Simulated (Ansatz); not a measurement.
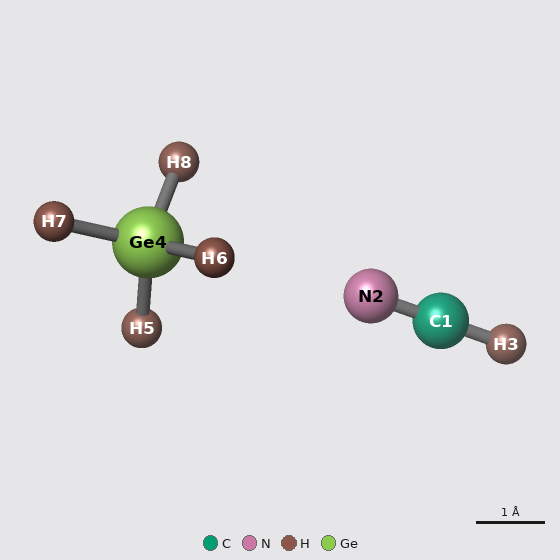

(Drawn from a calculation with Ansatz.)

Atoms carry their numbers in the input. Geometry: a pair of rigid molecules at a changed separation.

Give the bond lengths.

```json
{"bond": "C1–N2", "length (Å)": "1.145"}
{"bond": "C1–H3", "length (Å)": "1.069"}
{"bond": "Ge4–H5", "length (Å)": "1.533"}
{"bond": "Ge4–H6", "length (Å)": "1.533"}
{"bond": "Ge4–H7", "length (Å)": "1.539"}
{"bond": "Ge4–H8", "length (Å)": "1.533"}
```
